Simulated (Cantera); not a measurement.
Input: 1 mol B2H6, 0.06 mol O2, 1 mol H2, at 0.133 bar.

Method: chemical equilibrium by Gibbs-energy minimisation in Cantera with the NASA 1993 tables (ideal gas, pure condensed phases). Candidate condensed phases: B, B2O3, B3O3H3, H2O; 23 gas species. The feed counts by its element totals alone. Mutual solubility and eutectic melting of coexisting phases are not modelled. The tables' values for BH2 are old estimates; treat these amounts as uncertain. Gases not in the tables: B2H6 and higher boranes. Equilibrium is a limit: real reactors are often held back by kinetics, nucleation or transport.

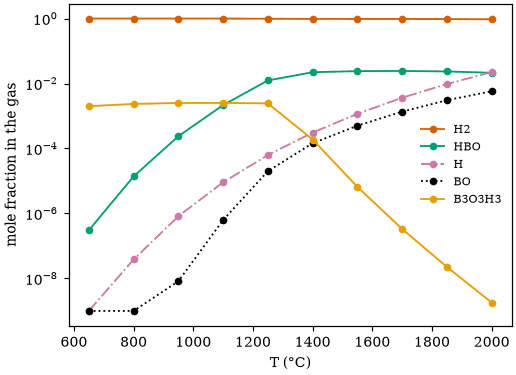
*Equilibrium gas composition (values under 1e-9 drawn at 1e-9)*

From 650 °C to 1250 °C the condensed part is B(s) + B2O3(l). From 1400 °C to 2000 °C the condensed part is B(s). The main B-bearing gas is B3O3H3 at 650 °C and HBO at 2000 °C. The share of B in condensed phases is highest at 650 °C (98.8 %) and lowest at 2000 °C (93.6 %).
